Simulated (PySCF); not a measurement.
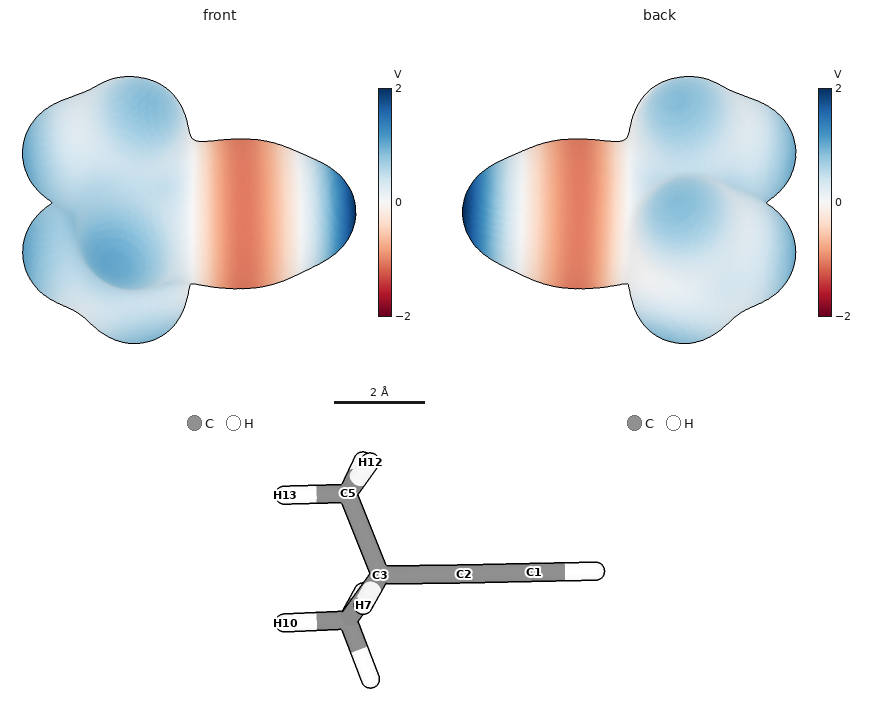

Figure 1: C5H8 (SMILES C#CC(C)C). The electrostatic potential painted on the density surface at 0.004 e/bohr³, seen from the front and from behind; the colour scale runs from red (negative) to blue (positive). The bare structure is drawn below in the same view.

Geometry: PBE0-D3(BJ)/def2-SVP.

Theory: PBE0/pcSseg-1, SCF density, gas phase, non-relativistic in PySCF 2.14.0.

| atom | x (Å) | y (Å) | z (Å) |
| --- | --- | --- | --- |
| C | 2.2105 | -1.1387 | -0.4458 |
| C | 1.2090 | -0.5964 | -0.0329 |
| C | -0.0107 | 0.0593 | 0.4414 |
| C | -1.2458 | -0.7920 | 0.1369 |
| C | -0.1374 | 1.4704 | -0.1381 |
| H | 3.0994 | -1.6197 | -0.8087 |
| H | 0.0787 | 0.1490 | 1.5397 |
| H | -1.1577 | -1.7951 | 0.5779 |
| H | -1.3767 | -0.9091 | -0.9498 |
| H | -2.1499 | -0.3126 | 0.5423 |
| H | -0.2316 | 1.4317 | -1.2342 |
| H | 0.7428 | 2.0825 | 0.1050 |
| H | -1.0306 | 1.9707 | 0.2662 |

### Where is the surface potential most negative and most positive?

The most negative region (about −1.0 V) lies over C1 and C2, the most positive (about +1.9 V) over H6.

### What dipole moment does the calculation give?

Its dipole moment is 0.74 D.
